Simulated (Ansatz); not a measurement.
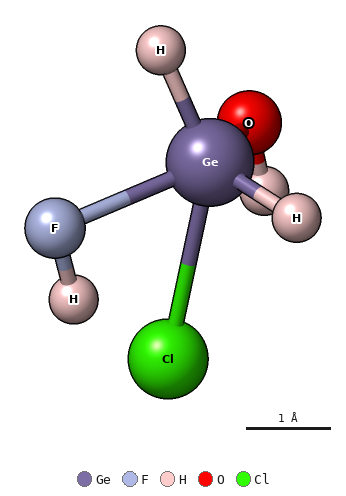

Fig. 1: The structure (ball-and-stick view, seen at a tilt). Sticks mark near contacts. Bond lengths as drawn: Cl–Ge 2.59 Å, F–Ge 2.11 Å, F–H 1.06 Å, Ge–H 1.54 to 1.55 Å, Ge–O 1.78 Å and H–O 0.98 Å.

Frequency calculation of GeH4ClOF

GeH4ClOF, computed with RKS PBE/def2-SVP (Ansatz 0.2.0).

It belongs to a series of runs on one base structure; here: vibrations at the highest image of the band.

Log:
```
Engine: ansatz 0.2.0, aarch64-unknown-linux-gnu
Functional definition: PBE
  parameter kappa = 0.804
  parameter beta = 0.06672455060314922
  exchange = pbe_x(kappa = kappa, mu = beta*pi^2/3)
  correlation = pbe_c(beta = beta)
1069 factors; their error is unknown
mean field evaluation 1: about -73830.8538 eV, gradient 6.3e1 eV
mean field evaluation 2: about -73762.4790 eV, gradient 1.7e2 eV
mean field evaluation 4: about -73837.1091 eV, gradient 1.7e1 eV
mean field evaluation 8: about -73837.5416 eV, gradient 8.8e-2 eV
mean field evaluation 16: about -73837.4773 eV, gradient 1.6e-5 eV
mean field -73837.47729086 eV, -2713.4772415994 hartree, gradient 1.6e-5 eV, S^2 0.000000; 0 other end points of the search recorded, 0 dependent functions left out
the calculation of the forces begins
reference -73837.47732156 eV, -2713.4772427277 hartree; 35, 35 occupied and 63, 63 virtual orbitals, 1069 factors
these checks for a lower state are left out or cut short: stability, starts, cluster_reference, orbital_swaps, neighbouring_geometries, increment
1069 factors; their error is unknown
mean field -73837.47718127 eV, -2713.4772375722 hartree, gradient 1.0e-6 eV, S^2 0.000000; 0 other end points of the search recorded, 0 dependent functions left out
[... from here on the field's lines of each further geometry are left out, up to the last ...]
the calculation of the forces begins
reference -73837.47730379 eV, -2713.4772420747 hartree; 35, 35 occupied and 63, 63 virtual orbitals, 1069 factors
these checks for a lower state are left out or cut short: stability, starts, cluster_reference, orbital_swaps, neighbouring_geometries, increment
1069 factors; their error is unknown
mean field -73837.47727591 eV, -2713.4772410499 hartree, gradient 6.3e-7 eV, S^2 0.000000; 0 other end points of the search recorded, 0 dependent functions left out
the calculation of the forces begins
reference -73837.47730660 eV, -2713.4772421780 hartree; 35, 35 occupied and 63, 63 virtual orbitals, 1069 factors
WARN: phonons: modes at or below zero, which the zero-point energy, F, S and C_V leave out: 1, the lowest at -220.19 cm⁻¹. A minimum has none, and a first-order saddle one
Total energy: -73837.47732156 eV, -2713.4772427277 hartree
Atom 0 at    -0.042630    -0.181740    -0.036747 Å, force    -0.001399     0.000103     0.000593 eV/Å
Atom 1 at     0.366576     0.223247     1.994864 Å, force    -0.000835     0.000185    -0.000652 eV/Å
Atom 2 at     1.337361    -0.079131    -0.721536 Å, force     0.000552    -0.000605     0.000531 eV/Å
Atom 3 at    -0.842435     1.139304     0.039956 Å, force    -0.000047     0.000114    -0.000249 eV/Å
Atom 4 at    -1.292624    -1.260143    -0.706175 Å, force    -0.000041     0.000851    -0.000694 eV/Å
Atom 5 at    -0.999539    -2.188123    -0.595240 Å, force    -0.000209     0.000191     0.000387 eV/Å
Atom 6 at     0.834546    -2.252885     1.248231 Å, force     0.001105    -0.000116     0.000643 eV/Å
Atom 7 at     0.656445    -0.793528     2.077445 Å, force     0.000875    -0.000722    -0.000560 eV/Å
Dipole moment:     0.089953     0.179767    -0.151600 e Å
Vibrations: -220.19 81.39 201.21 279.75 400.14 446.53 571.63 617.21 701.92 786.76 801.04 832.87 958.55 1093.94 1994.95 2102.85 2122.59 3672.12 cm⁻¹, zero-point energy 1.095117 eV
```

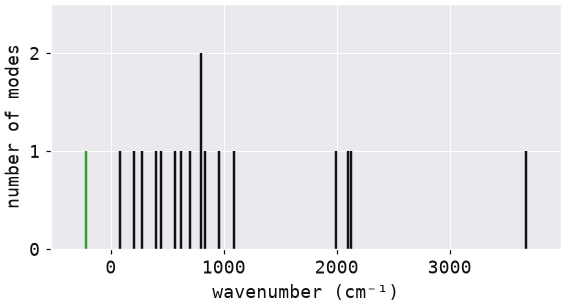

Fig. 2: Harmonic vibrational wavenumbers from the force constants; neighbouring modes closer than 18 cm⁻¹ are counted in one stick, and imaginary ones are drawn at negative wavenumbers. 18 modes from 220i to 3672 cm⁻¹, 1 imaginary beyond 8i (220i cm⁻¹): a first-order saddle point, if the geometry is stationary.

This output came from the following input.

Input file:
```yaml
crystal:
  periodic: [false, false, false]
  atoms:
    - { symbol: Ge, position_ang: [-0.04263, -0.18174, -0.036747] }
    - { symbol: F, position_ang: [0.366576, 0.223247, 1.994864] }
    - { symbol: H, position_ang: [1.337361, -0.079131, -0.721536] }
    - { symbol: H, position_ang: [-0.842435, 1.139304, 0.039956] }
    - { symbol: O, position_ang: [-1.292624, -1.260143, -0.706175] }
    - { symbol: H, position_ang: [-0.999539, -2.188123, -0.59524] }
    - { symbol: Cl, position_ang: [0.834546, -2.252885, 1.248231] }
    - { symbol: H, position_ang: [0.656445, -0.793528, 2.077445] }
basis:
  gaussian: { orbitals: def2-SVP }
hamiltonian:
  xc: pbe
phonons: {}
```

Command:
```bash
ansatz run input.yaml --threads 2 --pin off --max-ram 3072MiB --backend cpu --events-out ev --progress --plain --runs-dir out
```

Results in brief:

```csv
quantity,value
outcome,converged
total energy,−73837.4773 eV
mean-field energy,−73837.4773 eV
largest force (length of the vector),0.002 eV/Å
hardware,"2 threads of Arm Neoverse V2, 24 GiB of memory available, shared host"
wall time,44 s (CPU time 85 s)
peak memory,0.14 GiB
```
